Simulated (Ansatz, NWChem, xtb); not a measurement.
# Loss of H2: GeH3Br → GeHBr + H2

Gas-phase species: GeH3Br `[GeH3][Br]`, singlet; GeHBr `[GeH][Br]`, singlet; H2 (hydrogen), singlet. This is a balance of energies; it says nothing on the path, which may need atoms to shift.

Shapes, held fixed at every level: PBE0-D4/def2-TZVP. Programs: Ansatz 0.2.0, NWChem 7.3.0, xtb 6.7.1. A level may come from different programs for different species; with the same settings they agree closely. Electronic energies: no zero-point or thermal term.

```csv
level,kind,ΔE (kJ/mol)
GFN0-xTB,semi-empirical,+145.4
HF/STO-3G,Hartree–Fock,+289.6
HF/3-21G,Hartree–Fock,+127.8
HF/def2-SVP,Hartree–Fock,+143.9
B3LYP/6-31G* (spherical functions),global hybrid,+98.9
PBE0/def2-SVP,global hybrid,+141.7
```

PBE0/def2-SVP gives ΔE = +141.7 kJ/mol; the levels span +98.9 to +289.6. The median of the levels is +142.8. No measured value is set beside it here. Relativity is left out for Br, Ge. PBE0/def2-SVP lies outside the range of the other correlated levels here, so it shouldn't be taken on trust. Rows in sets without polarisation functions are far from converged.

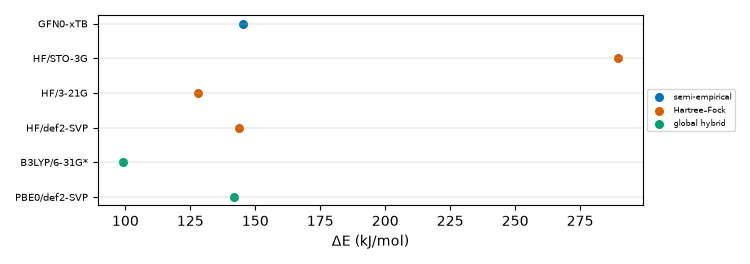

The values of the table, level by level.
